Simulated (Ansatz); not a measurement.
# Calculations on AlN₂H₆OBr

## 1. Relaxation

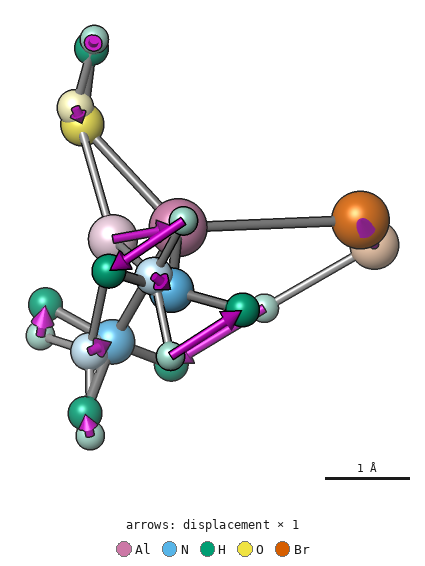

This is a relaxation of AlN2H6OBr. The starting structure is drawn faded, the final one solid; purple arrows show the displacements, at their true length. The two geometries are superimposed by the best rigid fit.

Style: ball-and-stick. Shown from a free direction.

The run prepares an end point of a later path (reaction) calculation, from a guessed geometry.

These are results of RKS PBE/def2-SVP (Ansatz 0.2.0), not measurements. (no spin polarisation; force threshold 0.03 eV/Å; at most 50 steps)

**Atoms of which element are displaced furthest, and by how much?**

Hydrogen: up to 1.31 Å, against 0.89 Å for bromine.

**What happened in the run?**

An H atom moves most after the best rigid fit: 1.31 Å. Largest moves by element: H 1.31 Å, Br 0.89 Å, Al 0.80 Å, N 0.33 Å, O 0.23 Å. Near-neighbour distances that change, for instance: Br–H 1.518 → 3.060 Å, Al–Br 3.609 → 2.336 Å, H–N 2.245 → 1.030 Å, Al–N 1.880 → 2.038 Å. New bonds form, among them: Al–Br (3.61 → 2.34 Å), H–N (2.24 → 1.03 Å). Bonds break, among them: Br–H (1.52 → 3.06 Å). Bond angles that change, for instance: N–Al–O 113.2° → 92.3°, N–Al–N 120.2° → 106.7°, Al–N–H 120.1° → 107.9°. After 17 geometry steps the energy has fallen by 2.006 eV. The largest force component goes from 1.3 to 0.028 eV/Å.

Limits of the set-up: the start holds two separate molecules, 2.2 Å apart at their closest, whose relative position is a soft coordinate and is computed without a dispersion correction.

## 2. Relaxation

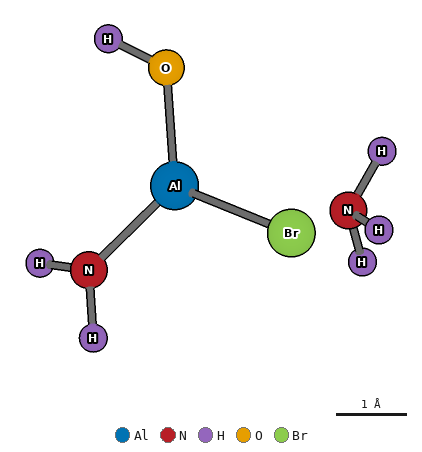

This is the input geometry for a relaxation of AlN₂H₆OBr. Style: ball-and-stick. Shown at a tilt.

The run prepares an end point of a later path (reaction) calculation, from a guessed geometry.

Level of theory: RKS PBE/def2-SVP (Ansatz).

Input file:
```yaml
crystal:
  periodic: [false, false, false]
  atoms:
    - { symbol: Al, position_ang: [-0.125411, 0.547641, -0.480468] }
    - { symbol: "N", position_ang: [-0.14685, 0.14465, 2.591353] }
    - { symbol: H, position_ang: [-0.907572, -0.191708, 3.191665] }
    - { symbol: H, position_ang: [0.738109, -0.115097, 3.042608] }
    - { symbol: O, position_ang: [1.445163, -0.103892, -0.703164] }
    - { symbol: H, position_ang: [1.616791, -0.796851, -1.358124] }
    - { symbol: "N", position_ang: [-1.634073, -0.091662, -1.175142] }
    - { symbol: H, position_ang: [-1.802888, -1.0613, -1.453099] }
    - { symbol: H, position_ang: [-2.519332, 0.413371, -1.121862] }
    - { symbol: Br, position_ang: [-0.178288, 2.78269, 0.339556] }
    - { symbol: H, position_ang: [-0.189949, 1.18706, 2.584478] }
basis:
  gaussian: { orbitals: def2-SVP }
hamiltonian:
  xc: pbe
relax:
  f_tol: 0.03
  max_steps: 50
```

Run as
```bash
ansatz run input.yaml --threads 4 --pin off --max-ram 5120MiB --backend cpu --events-out ev --progress --plain --runs-dir out
```

Predict the outcome.

The largest move after the best rigid fit is that of H3, 0.85 Å. Largest moves by element: H 0.85 Å, N 0.60 Å, O 0.59 Å, Al 0.51 Å, Br 0.34 Å. Some distances before and after: Al1–N2 3.098 → 2.038 Å, Al1–Br10 2.381 → 2.335 Å, Al1–O5 1.715 → 1.749 Å, Al1–N7 1.780 → 1.807 Å. New bonds form, among them: Al1–N2 (3.10 → 2.04 Å). Among the angles between lasting bonds that change: O5–Al1–N7 126.1° → 121.3°, Al1–N7–H8 125.9° → 121.9°, N7–Al1–Br10 116.9° → 113.0°. Groups turn about Al1–O5 by about 75°. After 12 geometry steps the energy has fallen by 1.073 eV. Largest force component: 0.95 eV/Å at the start, 0.029 eV/Å at the end. Cost: 22 s on 4 threads of Arm Neoverse V1, with other jobs on the host, peak memory 0.18 GiB.

The structure at the end:

```xyz
11

Al   -0.1620    0.5280    0.0296
N    -0.1634    0.2275    2.0451
H    -1.0054   -0.2763    2.3558
H     0.6704   -0.3278    2.2875
O     1.3391   -0.3453   -0.1751
H     1.7752   -0.3479   -1.0415
N    -1.7252   -0.1381   -0.5845
H    -1.7867   -1.0643   -1.0155
H    -2.4302    0.4703   -1.0086
Br   -0.1003    2.8618    0.0209
H    -0.1158    1.1272    2.5442
```

The end point in the same view:

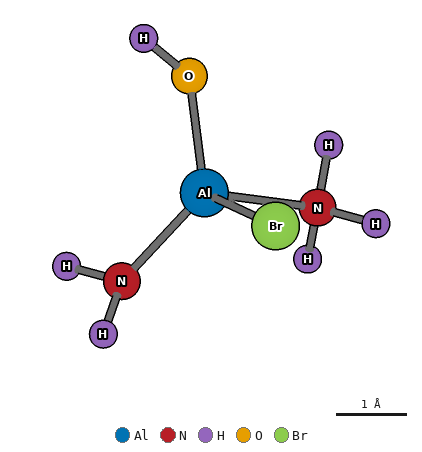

Limits of the set-up: the start holds two separate molecules, 2.8 Å apart at their closest, whose relative position is a soft coordinate and is computed without a dispersion correction.

## 3. Path

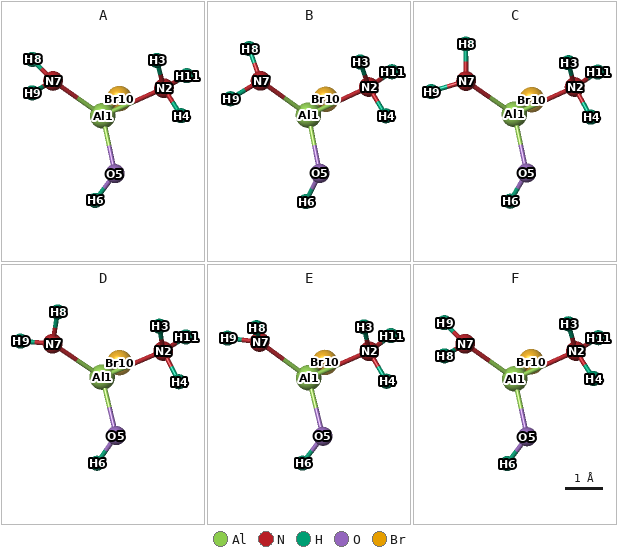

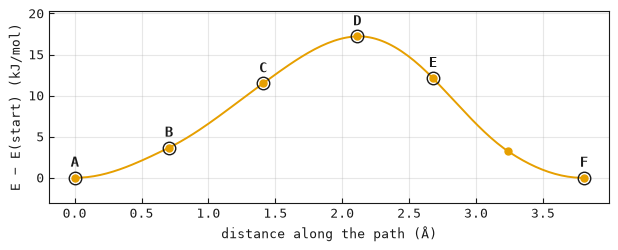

NEB run on AlN2H6OBr. Images are numbered from 0 (start) to 6 (end). Frames A to F are images 0, 1, 2, 3, 4, 6. Style: ball-and-stick. Shown face on.

These are results of RKS PBE/def2-SVP (Ansatz), not measurements. Set-up: 5 movable images; climbing image; force threshold 0.05 eV/Å; iteration limit 60; starting path through a guess of the saddle point.

Read off the barrier and say what moves.

Answer. No bond forms or breaks between the ends. Bond angles that change up to the highest image, for instance: Al1–N2–H3 112.2° → 117.9°, Al1–N2–H4 107.9° → 102.8°. The barrier is about 17.2 kJ/mol in both directions, with image 3 at the top; the ends have the same energy. The band is converged.
